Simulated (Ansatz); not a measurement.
Nudged elastic band of C2H6OS2Si (part 2 of 2)

C2H6OS2Si; RKS PBE0-D4/def2-SVP (Ansatz 0.2.0). It belongs to a series of runs on one base structure; here: band between the two ends.

Geometry of the input (Å):
```
O  -0.5750  -0.5093  -2.2618
C  -0.3884  -0.5581  -0.9262
S  -0.7105  -2.0986  -0.1087
C  -0.0130  0.5344  -0.2272
Si 0.4166  0.4295  1.5980
S  0.1296  2.0520  -1.1231
H  -1.1365  -1.2482  -2.5266
H  0.3284  -2.7926  -0.6382
H  -0.7604  0.0472  2.4335
H  0.8641  1.7944  2.0190
H  1.5299  -0.5339  1.8466
H  0.3923  2.8282  -0.0512
```

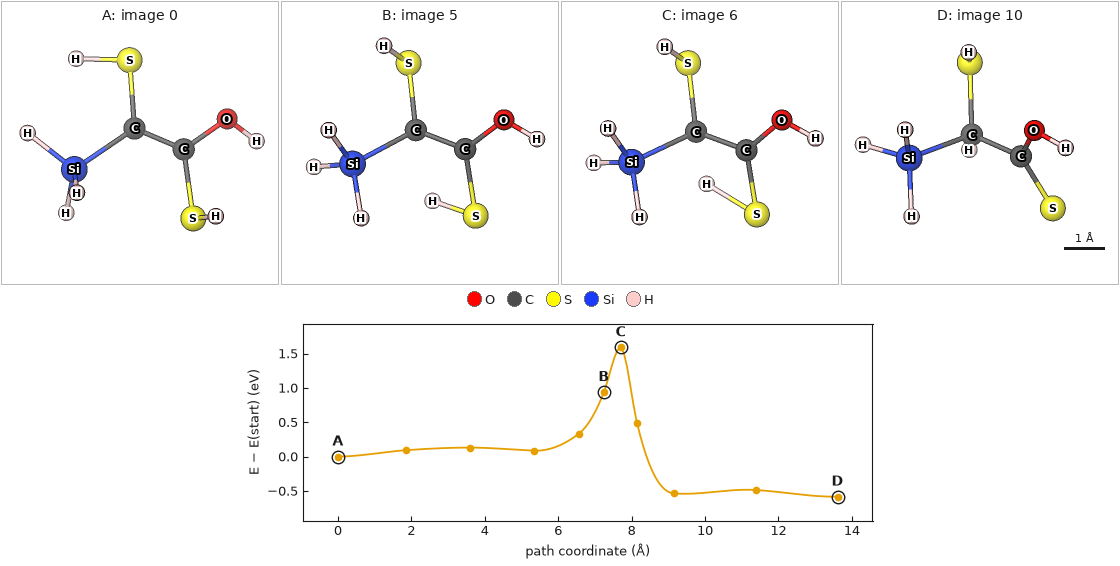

**Figure 1.** Images of the last band (counted from 0; ball-and-stick, seen on its broad side) above the energy along the path; the line is a cubic interpolation that uses the forces. The highest image is number 6, 1.589 eV above the start and 2.173 eV above the end (the climbing image); the end lies 0.583 eV below the start. The path is 13.61 Å long. The band converged in 26 iterations.

```
Total energy: -33737.08551772 eV, -1239.8150249585 hartree
Atom 0 at    -0.002251    -0.407526    -2.334523 Å, force     0.000003     0.000081    -0.000079 eV/Å
Atom 1 at    -0.253463    -0.725394    -1.088050 Å, force    -0.000009     0.000023     0.000239 eV/Å
Atom 2 at    -0.610652    -2.309421    -0.528493 Å, force     0.000011    -0.000025    -0.000077 eV/Å
Atom 3 at    -0.403674     0.236777    -0.060157 Å, force    -0.000020     0.000137    -0.000166 eV/Å
Atom 4 at     0.584630     0.233976     1.537687 Å, force     0.000016    -0.000063     0.000009 eV/Å
Atom 5 at    -0.938202     1.884389    -0.487704 Å, force     0.000030    -0.000020     0.000012 eV/Å
Atom 6 at    -0.096624    -1.187186    -2.899029 Å, force    -0.000029    -0.000065     0.000070 eV/Å
Atom 7 at    -1.036423    -1.078219     0.439284 Å, force     0.000015    -0.000083    -0.000024 eV/Å
Atom 8 at    -0.299319     0.610320     2.678693 Å, force    -0.000007     0.000034     0.000015 eV/Å
Atom 9 at     1.666772     1.266807     1.428617 Å, force    -0.000013    -0.000013     0.000009 eV/Å
Atom 10 at     1.205932    -1.100334     1.788973 Å, force     0.000010     0.000009     0.000004 eV/Å
Atom 11 at     0.260176     2.520812    -0.441296 Å, force    -0.000006    -0.000014    -0.000012 eV/Å
Dipole moment:     0.202560    -0.141080    -0.352385 e Å
this run last wrote the band of iteration 26 to [file]
```

The last band as extended XYZ (Å, eV, eV/Å):
```
12
Properties=species:S:1:pos:R:3:forces:R:3 image=0 energy=-33738.67475
O    -0.5750   -0.5093   -2.2618    0.0029   0.0028  -0.0087
C    -0.3884   -0.5581   -0.9262   -0.0061   0.0052   0.0052
S    -0.7105   -2.0986   -0.1087   -0.0044  -0.0048   0.0051
C    -0.0130    0.5344   -0.2272    0.0068  -0.0012  -0.0060
Si    0.4166    0.4295    1.5980   -0.0011  -0.0025   0.0075
S     0.1296    2.0520   -1.1231   -0.0004   0.0013   0.0033
H    -1.1365   -1.2482   -2.5266    0.0005   0.0000   0.0043
H     0.3284   -2.7926   -0.6382    0.0029   0.0007  -0.0006
H    -0.7604    0.0472    2.4335    0.0003  -0.0012  -0.0019
H     0.8641    1.7944    2.0190   -0.0016   0.0006  -0.0030
H     1.5299   -0.5339    1.8466    0.0005  -0.0001  -0.0025
H     0.3923    2.8282   -0.0512   -0.0004  -0.0007  -0.0028
12
Properties=species:S:1:pos:R:3:forces:R:3 image=1 energy=-33738.58123
O    -0.9942   -0.3920   -2.2136   -0.0128  -0.0192   0.0114
C    -0.4608   -0.5899   -0.9943   -0.0075   0.0031  -0.0084
S    -0.3725   -2.3122   -0.5290   -0.0220  -0.0055   0.0049
C    -0.1330    0.4538   -0.2013   -0.0045   0.0027   0.0046
Si    0.3382    0.3783    1.6039   -0.0019   0.0117  -0.0023
S    -0.3962    2.0772   -0.8765    0.0174  -0.0003  -0.0138
H    -0.8910   -1.1992   -2.7344   -0.0024  -0.0048  -0.0001
H     0.9101   -2.3075   -0.1120    0.0326  -0.0001  -0.0196
H    -0.8270    0.7046    2.4792   -0.0071  -0.0048  -0.0045
H     1.4001    1.4064    1.8369   -0.0071   0.0077   0.0000
H     0.8860   -0.9556    1.9928   -0.0005   0.0031  -0.0006
H     0.6170    2.6811   -0.2177    0.0157   0.0063   0.0285
12
Properties=species:S:1:pos:R:3:forces:R:3 image=2 energy=-33738.54386
O    -0.6224   -0.2460   -2.3107    0.0082  -0.0263  -0.0025
C    -0.2602   -0.5279   -1.0533    0.0105   0.0305   0.0229
S     0.1793   -2.2380   -0.8530   -0.0041   0.0035  -0.0008
C    -0.1924    0.4280   -0.0961   -0.0126  -0.0095  -0.0088
Si    0.4352    0.3256    1.6512    0.0118  -0.0040   0.0210
S    -0.8006    2.0654   -0.4833    0.0110  -0.0008   0.0063
H    -0.8837   -1.0582   -2.7644   -0.0031   0.0168  -0.0081
H     0.0316   -2.2887    0.4865   -0.0021  -0.0051  -0.0054
H    -0.6205    0.7966    2.5957    0.0022  -0.0042  -0.0029
H     1.6434    1.1906    1.8128    0.0006   0.0084  -0.0018
H     0.8194   -1.0716    2.0445   -0.0080  -0.0071   0.0023
H     0.3478    2.5692   -0.9958   -0.0145  -0.0022  -0.0221
12
Properties=species:S:1:pos:R:3:forces:R:3 image=4 energy=-33738.33941
O    -0.2612   -0.3794   -2.3683   -0.1040   0.0064   0.0007
C    -0.2451   -0.5874   -1.0492    0.0087   0.0411   0.0004
S    -0.3401   -2.2856   -0.5334    0.1387  -0.0056  -0.0348
C    -0.2215    0.4128   -0.1322    0.0755   0.0628  -0.0243
Si    0.5890    0.3027    1.5430   -0.0127   0.0408   0.0157
S    -0.8180    2.0134   -0.6187    0.0981   0.0659  -0.0804
H    -0.4412   -1.2024   -2.8386   -0.1587  -0.0162   0.0388
H    -1.0910   -1.9530    0.5343   -0.0345  -0.3279   0.0112
H    -0.3241    0.5825    2.6915   -0.0662  -0.0012  -0.0097
H     1.6521    1.3574    1.5272   -0.0090   0.0319   0.0884
H     1.2462   -1.0244    1.7539   -0.0274   0.0301   0.0129
H     0.3317    2.7083   -0.4755    0.0915   0.0719  -0.0188
12
Properties=species:S:1:pos:R:3:forces:R:3 image=5 energy=-33737.73720
O    -0.0909   -0.3948   -2.3598   -0.1391   0.0273  -0.0798
C    -0.2561   -0.6390   -1.0683    0.0630   0.2707   0.0475
S    -0.5944   -2.2680   -0.4787    0.0833   0.1348   0.1401
C    -0.3155    0.3325   -0.1016    0.2930   0.3206  -0.1633
Si    0.5902    0.2436    1.5293   -0.0808   0.0408   0.0100
S    -0.8922    1.9442   -0.5283    0.1858   0.1939  -0.2102
H    -0.2071   -1.1909   -2.8910   -0.1754  -0.0335   0.0266
H    -1.0945   -1.4567    0.5090   -0.2223  -1.2394   0.1689
H    -0.2599    0.6022    2.7013   -0.0454  -0.0068   0.0528
H     1.6835    1.2667    1.4202   -0.0350   0.0053   0.0726
H     1.2273   -1.0921    1.7610   -0.0475   0.0382  -0.0047
H     0.2865    2.5974   -0.4592    0.1204   0.2481  -0.0603
12
Properties=species:S:1:pos:R:3:forces:R:3 image=6 energy=-33737.08549
O    -0.0023   -0.4075   -2.3345    0.0000   0.0001  -0.0001
C    -0.2535   -0.7254   -1.0880    0.0000   0.0000   0.0002
S    -0.6107   -2.3094   -0.5285    0.0000   0.0000  -0.0001
C    -0.4037    0.2368   -0.0602    0.0000   0.0001  -0.0002
Si    0.5846    0.2340    1.5377    0.0000  -0.0001   0.0000
S    -0.9382    1.8844   -0.4877    0.0000   0.0000   0.0000
H    -0.0966   -1.1872   -2.8990    0.0000  -0.0001   0.0001
H    -1.0364   -1.0782    0.4393    0.0000  -0.0001   0.0000
H    -0.2993    0.6103    2.6787    0.0000   0.0000   0.0000
H     1.6668    1.2668    1.4286    0.0000   0.0000   0.0000
H     1.2059   -1.1003    1.7890    0.0000   0.0000   0.0000
H     0.2602    2.5208   -0.4413    0.0000   0.0000   0.0000
12
Properties=species:S:1:pos:R:3:forces:R:3 image=8 energy=-33739.21006
O     0.1404   -0.2859   -2.1276    0.0168   0.0174   0.0296
C    -0.2895   -0.8694   -1.0223   -0.0100  -0.0055   0.0134
S    -0.4073   -2.4955   -0.8546    0.0172  -0.0149  -0.0286
C    -0.6330    0.0802    0.0794   -0.0277  -0.0097   0.0143
Si    0.6312    0.1804    1.5147    0.0039  -0.0086  -0.0062
S    -1.1078    1.7733   -0.3942   -0.0189  -0.0076   0.0104
H     0.3114   -0.9995   -2.7660    0.0542   0.0279   0.0213
H    -1.5119   -0.3503    0.5830   -0.0629   0.0568   0.0171
H    -0.1165    0.7265    2.6826    0.0325   0.0074   0.0038
H     1.7344    1.1152    1.1400    0.0056  -0.0219  -0.0398
H     1.1864   -1.1657    1.8347    0.0025  -0.0063  -0.0029
H     0.1391    2.2357   -0.6358   -0.0133  -0.0349  -0.0322
12
Properties=species:S:1:pos:R:3:forces:R:3 image=9 energy=-33739.16086
O     0.3402   -0.4498   -1.9263    0.0027  -0.0033   0.0032
C    -0.4234   -0.8278   -0.9144   -0.0027  -0.0011   0.0013
S    -0.9165   -2.3744   -0.6902   -0.0091   0.0028   0.0024
C    -0.6985    0.2722    0.0560   -0.0005   0.0015  -0.0006
Si    0.5877    0.1359    1.4900    0.0007   0.0004   0.0007
S    -0.8505    1.9458   -0.6448    0.0037   0.0017  -0.0031
H     0.5046   -1.2410   -2.4662    0.0014  -0.0039   0.0045
H    -1.6694    0.0644    0.5281   -0.0011   0.0054   0.0004
H    -0.0573   -0.5082    2.6695    0.0048  -0.0174  -0.0036
H     1.0656    1.5010    1.8521   -0.0121   0.0039   0.0103
H     1.7412   -0.6913    1.0304    0.0084   0.0128  -0.0107
H     0.4534    2.1182   -0.9502    0.0039  -0.0029  -0.0050
12
Properties=species:S:1:pos:R:3:forces:R:3 image=10 energy=-33739.25821
O     0.4407   -0.7095   -1.7306   -0.0083  -0.0003   0.0108
C    -0.5740   -0.8302   -0.8823    0.0133  -0.0075  -0.0032
S    -1.5420   -2.1467   -0.8305    0.0028   0.0107  -0.0015
C    -0.6669    0.3233    0.0582   -0.0057  -0.0131   0.0017
Si    0.6047    0.1960    1.4839    0.0045   0.0007   0.0018
S    -0.5178    1.9712   -0.7190   -0.0074   0.0044   0.0003
H     0.4493   -1.5132   -2.2765   -0.0019   0.0026  -0.0002
H    -1.6624    0.3045    0.5238    0.0049   0.0023   0.0012
H     0.5858   -1.1779    2.0712   -0.0008   0.0103  -0.0041
H     0.2317    1.2050    2.5151    0.0037  -0.0066  -0.0081
H     1.9625    0.4907    0.9374   -0.0122  -0.0030   0.0034
H     0.7653    1.8319   -1.1167    0.0071  -0.0004  -0.0022
```

Summary:

| quantity | value |
| --- | --- |
| outcome | converged |
| barrier, forward | 1.589 eV |
| barrier, backward | 2.173 eV |
| hardware | 2 threads of Arm Neoverse V1, 24 GiB of memory available, shared host |
| wall time | 18 min (CPU time 36 min) |
| peak memory | 0.34 GiB |

Notes:

The order of the saddle point was not checked.
